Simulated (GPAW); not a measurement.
**Converging the k-point mesh: Ba (Im-3m, 1 atom in the cell)**

```
Ba
1.0
   -2.49745     2.49745     2.49745
    2.49745    -2.49745     2.49745
    2.49745     2.49745    -2.49745
Ba
1
Direct
  0.00000   0.00000   0.00000
```

Level of theory: PBE, GPAW PAW datasets PBE (gpaw-data 1.0.1) (plane waves; GPAW 25.7.0).

Base settings: mode = pw; ecut = 600 eV; xc = PBE; kpts = 7 7 7; mesh shift (steps) = 0 0 0; occupations.name = methfessel-paxton; occupations.width = 0.1 eV; occupations.order = 0; nbands = -7; symmetry.symmorphic = false.

The second cell is the first with its lattice scaled by 0.98.

Only quantities that move along the ladder and can be compared are tabulated.

The count of work is k-points × plane waves × bands × iterations; it is no time. Core times come from one kind of shared machine, to one figure; runs under 30 s give none.

The starting cell has typed, rounded lattice constants, without a prior relaxation at this level. Its lattice was rescaled by up to half a per cent.

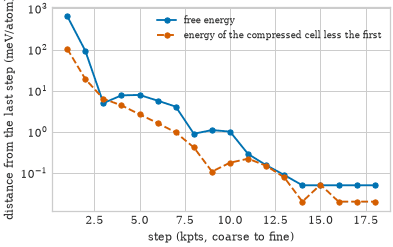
*Distance from the last step along the ladder; very small values are drawn at a floor.*

| kpts | free energy less the last step's (meV/atom) | energy of the compressed cell less the first (meV/atom) | pressure (GPa) | count of work / last | core time / last (rough) |
|---|---|---|---|---|---|
| 2 2 2 | -652.11 | -93.61 | -4.10 | 0.0036 | – |
| 3 3 3 | 93.52 | -8.28 | -0.53 | 0.0053 | – |
| 4 4 4 | 4.99 | 17.31 | 0.42 | 0.0097 | – |
| 5 5 5 | -7.70 | 6.56 | 0.00 | 0.013 | – |
| 6 6 6 | 7.87 | 13.61 | 0.29 | 0.021 | – |
| 7 7 7 | 5.72 | 12.58 | 0.25 | 0.024 | – |
| 8 8 8 | -4.09 | 9.99 | 0.13 | 0.039 | – |
| 9 9 9 | 0.90 | 11.37 | 0.20 | 0.042 | – |
| 10 10 10 | 1.10 | 11.06 | 0.18 | 0.062 | – |
| 11 11 11 | -1.01 | 11.13 | 0.18 | 0.067 | – |
| 13 13 13 | 0.29 | 11.17 | 0.18 | 0.11 | – |
| 15 15 15 | -0.15 | 10.80 | 0.17 | 0.16 | – |
| 16 16 16 | 0.09 | 11.03 | 0.18 | 0.19 | – |
| 18 18 18 | -0.05 | 10.97 | 0.18 | 0.26 | 0.3 |
| 20 20 20 | -0.01 | 11.00 | 0.18 | 0.34 | 0.3 |
| 22 22 22 | -0.01 | 10.97 | 0.18 | 0.43 | 0.5 |
| 25 25 25 | 0.00 | 10.96 | 0.18 | 0.61 | 0.5 |
| 27 27 27 | 0.00 | 10.96 | 0.18 | 0.74 | 0.7 |
| 30 30 30 | 0.00 | 10.95 | 0.18 | 1.0 | 1 |

Coarsest kpts that holds the free energy within 0.5 meV/atom of the last step, with all finer ones: 13 13 13, at 0.11 of the last step's count of work; the step before is off by 1.0 meV/atom.

Coarsest kpts that holds the energy of the compressed cell less the first within 0.2 meV/atom of the last step, with all finer ones: 15 15 15, at 0.16 of the last step's count of work; the step before is off by 0.22 meV/atom.

Coarsest kpts that holds the pressure within 0.5 GPa of the last step, with all finer ones: 4 4 4, at 0.0097 of the last step's count of work; the step before is off by 0.71 GPa.

The energy difference between the two cells stays within 1 meV/atom of the last step's from 8 8 8 on, the total only from 13 13 13 on: much of the error is common to both cells and cancels.
